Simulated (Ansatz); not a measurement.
Consider C$_{3}$H$_{5}$N (SMILES C=C=NC).

Input

```
crystal:
  periodic: [false, false, false]
  atoms:
    - {symbol: C, position_ang: [-0.050636, 1.682804, -1.036961]}
    - {symbol: C, position_ang: [0.303333, 0.717512, -0.228180]}
    - {symbol: N, position_ang: [0.697480, -0.132496, 0.538729]}
    - {symbol: C, position_ang: [0.003337, -1.375151, 0.800394]}
    - {symbol: H, position_ang: [0.275470, 1.678036, -2.068189]}
    - {symbol: H, position_ang: [-0.666640, 2.496757, -0.679545]}
    - {symbol: H, position_ang: [0.670663, -2.205493, 0.562636]}
    - {symbol: H, position_ang: [-0.922980, -1.476361, 0.227031]}
    - {symbol: H, position_ang: [-0.221524, -1.432009, 1.866984]}
basis:
  gaussian: {orbitals: def2-TZVPP}
hamiltonian: {xc: pbe0, dispersion: d4}
output: {orbitals: {seedname: orbitals}}
```

Run with:

```sh
ansatz run in.yaml --threads 2 --pin off --events-out ev --progress --plain --max-ram 4352MiB
```

Geometry: PBE0-D4/def2-TZVP.

Level of theory: RKS PBE0-D4/def2-TZVPP (Ansatz 0.2.0).

**What can the converged electron density and electron localisation function tell about the bonding?**

C–N (1.21 Å): ρ is about 3.2 e/Å³ halfway; the ELF peaks at about 0.90 between the atoms (a multiple bond).
C–C (1.31 Å): ρ is about 2.4 e/Å³ halfway; the ELF peaks at about 0.90 between the atoms (a multiple bond).
C–H (1.09 Å): ρ is about 2 e/Å³ halfway; the ELF climbs to about 1 towards the hydrogen, as it does in any bond to H; a covalent bond by its length.

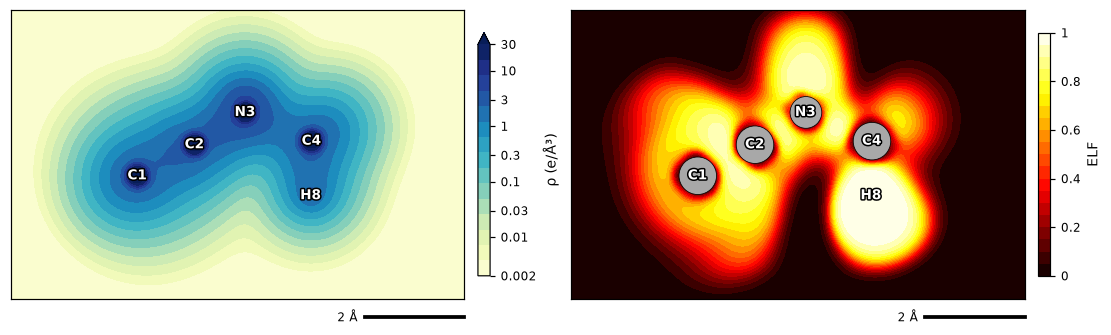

Computed electron density and electron localisation function on the plane of atoms N3, C4 and H8, in this order. Grey discs cover the atomic cores in the ELF map. 
